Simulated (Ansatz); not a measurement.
## Nudged elastic band, with input and output: ZrN2H6Cl2 (part 2 of 2)

ZrN2H6Cl2; RKS PBE/def2-SVP (Ansatz 0.2.0). It belongs to a series of runs on one base structure; here: band between the two ends.

Geometry of the input (Å):
```
Zr -0.1487  0.1870  -0.1076
Cl -0.1761  0.2550  2.2774
Cl 2.0301  0.2672  -1.0655
N  -1.1732  1.7965  -0.7769
H  -2.0361  1.8210  -1.3307
H  -0.8765  2.7650  -0.5972
N  -1.1920  -1.3985  -0.7944
H  -1.9265  -1.8962  -0.2744
H  -0.9957  -1.9217  -1.6575
H  2.0528  -2.7448  1.6086
H  1.6271  -2.2489  2.0151
```

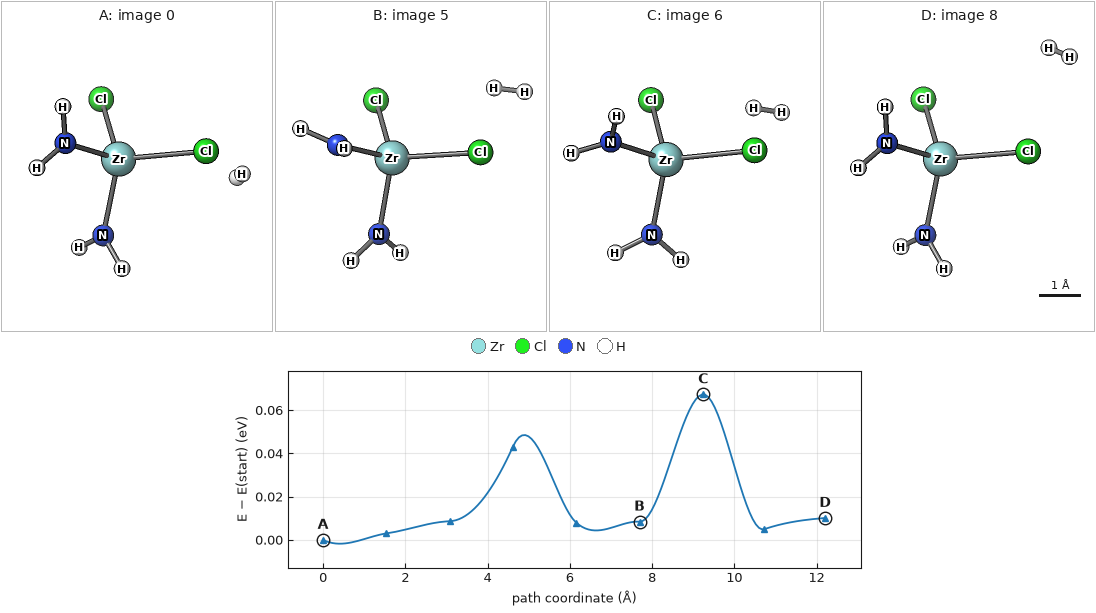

**Figure 1.** Images of the last band (counted from 0; ball-and-stick, seen at a tilt) above the energy along the path; the line is a cubic interpolation that uses the forces. The highest image is number 6, 0.067 eV above the start and 0.057 eV above the end (the climbing image); the end lies 0.010 eV above the start. A further maximum stands at image 3, 0.043 eV from the start, so the path isn't one elementary step. The path is 12.21 Å long. The band converged in 31 iterations.

```
Total energy: -29385.59215673 eV, -1079.9005934900 hartree
Atom 0 at    -0.551396     0.130508     0.006634 Å, force     0.010702     0.015271    -0.006464 eV/Å
Atom 1 at    -1.068377     0.095053     2.322201 Å, force    -0.001688     0.001990     0.002658 eV/Å
Atom 2 at     1.812582    -0.034291    -0.339207 Å, force    -0.002088    -0.002013     0.004848 eV/Å
Atom 3 at    -1.152660     1.848483    -0.870948 Å, force    -0.016287     0.017234    -0.015101 eV/Å
Atom 4 at    -1.264669     2.755375    -0.398581 Å, force     0.004890    -0.022827     0.004147 eV/Å
Atom 5 at    -1.309137     1.996531    -1.876383 Å, force     0.004874    -0.003581     0.006959 eV/Å
Atom 6 at    -1.405139    -1.416966    -0.973642 Å, force    -0.004560    -0.017144     0.013090 eV/Å
Atom 7 at    -1.630650    -2.321514    -0.538443 Å, force     0.000542     0.007406    -0.005464 eV/Å
Atom 8 at    -1.596179    -1.494897    -1.980348 Å, force     0.003882     0.006294    -0.001271 eV/Å
Atom 9 at     2.629342    -2.081962     1.689852 Å, force    -0.000598     0.001112    -0.003173 eV/Å
Atom 10 at     2.721582    -2.594720     2.255965 Å, force     0.000330    -0.003742    -0.000229 eV/Å
Dipole moment:    -0.585849     0.084356    -0.590085 e Å
this run last wrote the band of iteration 31 to [file]
```

The last band as extended XYZ (Å, eV, eV/Å)
```
11
Properties=species:S:1:pos:R:3:forces:R:3 image=0 energy=-29385.65938
Zr   -0.1487    0.1870   -0.1076    0.0080   0.0041  -0.0047
Cl   -0.1761    0.2550    2.2774   -0.0005  -0.0019  -0.0004
Cl    2.0301    0.2672   -1.0655   -0.0027   0.0005  -0.0013
N    -1.1732    1.7965   -0.7769   -0.0026  -0.0035   0.0025
H    -2.0361    1.8210   -1.3307   -0.0024  -0.0011  -0.0021
H    -0.8765    2.7650   -0.5972    0.0028   0.0055   0.0017
N    -1.1920   -1.3985   -0.7944   -0.0040  -0.0051   0.0022
H    -1.9265   -1.8962   -0.2744    0.0030   0.0008  -0.0030
H    -0.9957   -1.9217   -1.6575    0.0002   0.0017   0.0025
H     2.0528   -2.7448    1.6086   -0.0171   0.0173   0.0160
H     1.6271   -2.2489    2.0151    0.0155  -0.0183  -0.0133
11
Properties=species:S:1:pos:R:3:forces:R:3 image=1 energy=-29385.65638
Zr   -0.3530    0.0905   -0.0373    0.0022  -0.0003   0.0022
Cl   -0.6505    0.1760    2.3229   -0.0015   0.0026   0.0008
Cl    1.9192   -0.1172   -0.7348   -0.0005   0.0019   0.0013
N    -1.0865    1.8037   -0.8226   -0.0112   0.0001  -0.0082
H    -1.8566    1.9207   -1.4902    0.0032   0.0000   0.0014
H    -0.7192    2.7354   -0.5871    0.0039  -0.0009   0.0030
N    -1.4796   -1.3733   -0.8511   -0.0010  -0.0007  -0.0047
H    -2.3082   -1.8061   -0.4229    0.0024   0.0014   0.0031
H    -1.2498   -1.8935   -1.7079    0.0021   0.0003   0.0031
H     2.5426   -2.1194    1.4959   -0.0004  -0.0022  -0.0003
H     2.4270   -2.5353    2.1323    0.0009  -0.0023  -0.0016
11
Properties=species:S:1:pos:R:3:forces:R:3 image=2 energy=-29385.65074
Zr   -0.4325   -0.1395   -0.1515   -0.0035   0.0085  -0.0006
Cl   -0.6758   -0.3320    2.2091   -0.0010   0.0005   0.0012
Cl    1.7887   -0.5037   -0.9386    0.0014  -0.0007   0.0011
N    -0.9905    1.7288   -0.6913   -0.0032  -0.0036  -0.0041
H    -1.7618    2.0125   -1.3054    0.0029  -0.0008   0.0014
H    -0.5102    2.5773   -0.3631    0.0017  -0.0022   0.0022
N    -1.7317   -1.3613   -1.0966   -0.0033  -0.0061   0.0057
H    -2.5941   -1.7449   -0.6883    0.0039   0.0032  -0.0037
H    -1.5811   -1.8064   -2.0112    0.0020   0.0015  -0.0002
H     2.9392   -1.7100    1.8022   -0.0037   0.0003  -0.0021
H     2.7354   -1.8393    2.5319    0.0029  -0.0007  -0.0011
11
Properties=species:S:1:pos:R:3:forces:R:3 image=3 energy=-29385.61638
Zr   -0.6536   -0.1934   -0.0937    0.0166   0.0163   0.0063
Cl   -1.2879   -0.4480    2.1843   -0.0028   0.0008  -0.0028
Cl    1.6582   -0.6610   -0.4594   -0.0022   0.0049  -0.0174
N    -0.9743    1.6877   -0.7673   -0.0289  -0.0267  -0.0153
H    -1.8240    2.0079   -1.2470    0.0112   0.0007  -0.0186
H    -0.3360    2.4868   -0.6707    0.0107   0.0132   0.0398
N    -1.8971   -1.3380   -1.2018    0.0051  -0.0051   0.0185
H    -2.5392   -2.0556   -0.8435   -0.0290   0.0091   0.0034
H    -1.8984   -1.3855   -2.2287    0.0202  -0.0126  -0.0095
H     3.2819   -1.4996    1.9945    0.0078  -0.0077   0.0108
H     3.6556   -1.7197    2.6304   -0.0088   0.0071  -0.0152
11
Properties=species:S:1:pos:R:3:forces:R:3 image=4 energy=-29385.65137
Zr   -0.6322   -0.1286   -0.1020    0.0073   0.0055  -0.0242
Cl   -1.4125   -0.3275    2.1385   -0.0057   0.0039   0.0063
Cl    1.6942   -0.5825   -0.3620    0.0006  -0.0022   0.0041
N    -1.0722    1.6849   -0.8704   -0.0411  -0.0228   0.0482
H    -1.8881    2.2408   -0.5807    0.0071   0.0197  -0.0046
H    -0.4906    2.2620   -1.4894    0.0214   0.0011  -0.0305
N    -1.6825   -1.4410   -1.2264   -0.0079  -0.0317  -0.0094
H    -1.7082   -2.4499   -1.0259    0.0217  -0.0056   0.0098
H    -2.2649   -1.2687   -2.0529   -0.0069   0.0332  -0.0019
H     3.1522   -1.4379    2.1090   -0.0017   0.0016  -0.0081
H     3.4900   -1.6701    2.7595    0.0051  -0.0029   0.0103
11
Properties=species:S:1:pos:R:3:forces:R:3 image=5 energy=-29385.65094
Zr   -0.4098    0.0195   -0.1021   -0.0143  -0.0029   0.0082
Cl   -0.8694   -0.1338    2.2281   -0.0009   0.0005   0.0020
Cl    1.8880   -0.2844   -0.6670   -0.0005   0.0017  -0.0008
N    -1.1009    1.7649   -0.8432    0.0299  -0.0299   0.0063
H    -1.8190    2.3625   -0.4148   -0.0031   0.0108  -0.0099
H    -0.6924    2.2638   -1.6441   -0.0151   0.0220  -0.0015
N    -1.4839   -1.4046   -1.0560   -0.0121   0.0002  -0.0239
H    -1.3595   -2.4133   -0.8976    0.0074  -0.0020   0.0132
H    -2.2200   -1.2790   -1.7599    0.0060   0.0014   0.0075
H     2.6835   -1.8562    1.8780   -0.0008   0.0013  -0.0010
H     2.5687   -2.1577    2.5758    0.0034  -0.0031  -0.0001
11
Properties=species:S:1:pos:R:3:forces:R:3 image=6 energy=-29385.59206
Zr   -0.5514    0.1305    0.0066    0.0107   0.0153  -0.0065
Cl   -1.0684    0.0951    2.3222   -0.0017   0.0020   0.0027
Cl    1.8126   -0.0343   -0.3392   -0.0021  -0.0020   0.0048
N    -1.1527    1.8485   -0.8709   -0.0163   0.0172  -0.0151
H    -1.2647    2.7554   -0.3986    0.0049  -0.0228   0.0041
H    -1.3091    1.9965   -1.8764    0.0049  -0.0036   0.0070
N    -1.4051   -1.4170   -0.9736   -0.0046  -0.0171   0.0131
H    -1.6306   -2.3215   -0.5384    0.0005   0.0074  -0.0055
H    -1.5962   -1.4949   -1.9803    0.0039   0.0063  -0.0013
H     2.6293   -2.0820    1.6899   -0.0006   0.0011  -0.0032
H     2.7216   -2.5947    2.2560    0.0003  -0.0037  -0.0002
11
Properties=species:S:1:pos:R:3:forces:R:3 image=7 energy=-29385.65441
Zr   -0.4280    0.0067   -0.0703    0.0071  -0.0036   0.0031
Cl   -0.8533   -0.0754    2.2704   -0.0032   0.0020  -0.0016
Cl    1.8710   -0.2434   -0.6563   -0.0012   0.0021   0.0034
N    -1.0577    1.8016   -0.7577   -0.0147  -0.0106  -0.0050
H    -0.6769    2.6968   -0.4231   -0.0019   0.0034  -0.0064
H    -1.7836    1.9981   -1.4557    0.0113   0.0084   0.0071
N    -1.5521   -1.3506   -1.0542    0.0091   0.0140   0.0013
H    -2.4292   -1.7667   -0.7160    0.0011  -0.0077  -0.0027
H    -1.2772   -1.8294   -1.9218   -0.0097  -0.0045   0.0022
H     2.6919   -1.9841    1.7090    0.0011  -0.0011  -0.0015
H     2.6805   -2.3720    2.3729    0.0010  -0.0025   0.0000
11
Properties=species:S:1:pos:R:3:forces:R:3 image=8 energy=-29385.64925
Zr   -0.4274   -0.2188   -0.1939    0.0033   0.0026  -0.0058
Cl   -0.7008   -0.5734    2.1461   -0.0005  -0.0011   0.0027
Cl    1.7761   -0.6350   -1.0003   -0.0007   0.0010   0.0020
N    -0.8900    1.7098   -0.5924   -0.0113   0.0008  -0.0063
H    -0.3763    2.5072   -0.1941    0.0061   0.0004   0.0032
H    -1.6381    2.0758   -1.1915    0.0036  -0.0015   0.0015
N    -1.7737   -1.2997   -1.2393   -0.0172  -0.0070   0.0093
H    -2.6674   -1.6573   -0.8769    0.0138   0.0059  -0.0015
H    -1.6267   -1.6905   -2.1788    0.0032  -0.0001  -0.0050
H     2.9809   -1.6759    1.9985   -0.0003   0.0011   0.0000
H     2.5289   -1.6606    2.6197    0.0000  -0.0020  -0.0001
```

Summary

| quantity | value |
| --- | --- |
| outcome | converged |
| barrier, forward | 0.067 eV |
| barrier, backward | 0.057 eV |
| wall time | 6.9 min (CPU time 26 min) |
| peak memory | 0.2 GiB |

The order of the saddle point was not checked.
